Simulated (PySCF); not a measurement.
The calculation's input:

```
{"job": {"kind": "nmr", "xc": "PBE0", "basis": "pcSseg-1"}, "charge": 0, "multiplicity": 1}
C      3.299335    -0.809238     1.671739
O      2.024911    -0.562447     1.146719
B      1.796199     0.171106     0.048507
C      0.333370     0.357705    -0.408834
C     -0.123979     1.052423    -1.563715
C     -1.485381     0.978422    -1.589626
N     -1.901074     0.272942    -0.499618
C     -3.262364    -0.050269    -0.180739
C     -0.813643    -0.105315     0.208555
H      3.472300    -1.888891     1.691739
H      4.085071    -0.331161     1.078532
H      3.340953    -0.428165     2.696027
H      2.692695     0.661889    -0.553604
H      0.499432     1.546463    -2.282746
H     -2.192443     1.373650    -2.293636
H     -3.933264     0.648754    -0.679186
H     -3.511788    -1.064980    -0.506221
H     -3.420507     0.014998     0.896578
H     -0.909627    -0.674998     1.112068
```

Command:

```sh
OMP_NUM_THREADS=1 python probes_run.py task.json out
```

Geometry: GFN2-xTB.

Level of theory: PySCF 2.14.0, PBE0/pcSseg-1, SCF density, gas phase, non-relativistic.

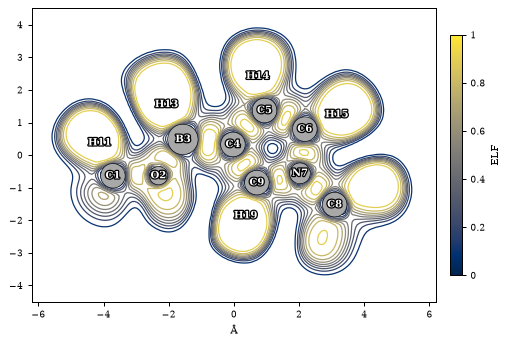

C$_{6}$H$_{10}$BNO. ELF on the plane of atoms C6, N7 and C9. Grey discs cover the atomic cores.

> What does the map show?

- Atoms in the plane: C, O, B, N and H.
- B–O (1.34 Å): the ELF peaks at about 0.90 between the atoms; a polar covalent bond.
- C–N (1.35 Å): the ELF peaks at about 0.90 between the atoms, as expected for localised, covalent bonding.
- C–C (1.36 Å): the ELF peaks at about 0.95 between the atoms (localised, covalent bonding).
- C–O (1.40 Å): the ELF peaks at about 0.90 between the atoms (a polar covalent bond).
- C–B (1.54 Å): the ELF peaks at about 1 between the atoms, as expected for a covalent bond.
- The ELF also peaks beside O2, away from the bonds: lone-pair regions.
